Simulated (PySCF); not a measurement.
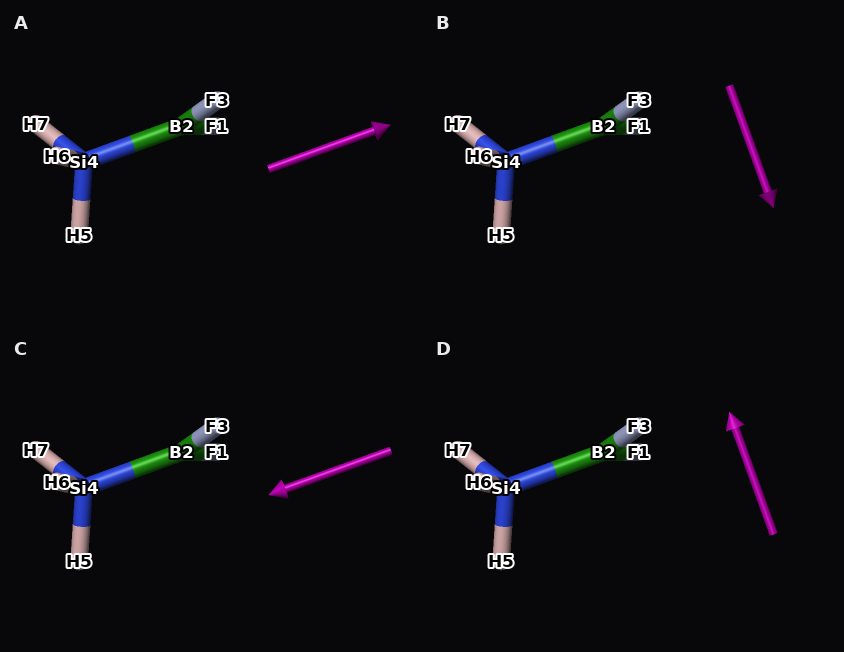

The same molecule four times, each with an arrow. Computed geometry: GFN2-xTB optimisation. No frequency run is at hand to confirm it as a minimum. Method: CAM-B3LYP/def2-SVPD, gas phase (PySCF 2.14.0).

> Which arrow points along the dipole moment, from the negative to the positive end?

C. The dipole moment is 1.17 D; it points from the side of F1, F3 to the side of H5, H6, H7 (the outermost atoms at the two ends).

The geometry is semi-empirical. Around B, Si such bond lengths and angles can be off by a tenth of an ångström or more and by several degrees, and values that hang on the shape move with them.
